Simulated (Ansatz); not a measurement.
**What V → Be does to V**

Consider V in the bcc (W type) structure (space group Im-3m, No. 229; a = 2.959 Å).

Modification: full substitution V → Be, then cell and atoms are relaxed.

Computed with PBEsol (Ansatz, a quantum-chemistry and plane-wave program), no spin-orbit coupling, earlier PAW set. Γ-centred 26×26×26 mesh, Fermi–Dirac width 0.05 eV, for the changed cell.

```
quantity                                  base          changed        shift
-----------------------------  ---------------  ---------------  -----------
volume per atom                       12.95 Å³          7.74 Å³     -5.21 Å³
density                             6.53 g/cm³       1.93 g/cm³  -4.60 g/cm³
lattice parameter a                    2.959 Å          2.492 Å     -0.467 Å
space group                    Im-3m (No. 229)  Im-3m (No. 229)            –
shortest interatomic distance          2.563 Å          2.158 Å    -0.4041 Å
band gap                                  zero             zero            –
```

Final structure:

```xyz
1
Lattice="-1.2462 1.2462 1.2462 1.2462 -1.2462 1.2462 1.2462 1.2462 -1.2462" Properties=species:S:1:pos:R:3 pbc="T T T"
Be     0.0000     0.0000     0.0000
```

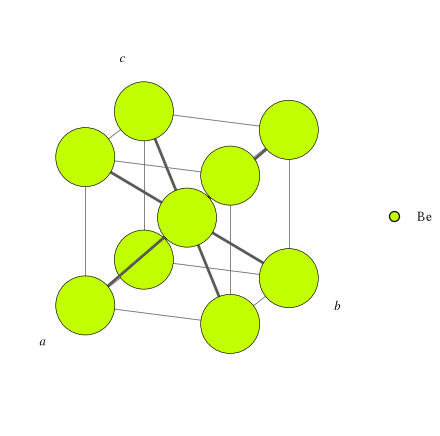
*The relaxed conventional cell after the change*

Whether these cells are dynamically stable was not tested. For Be in this form, whether it has been made was not checked. Seeded moments were not kept for the base. All final runs are without spin polarisation. This is not the structure that Be has at room temperature and ambient pressure.
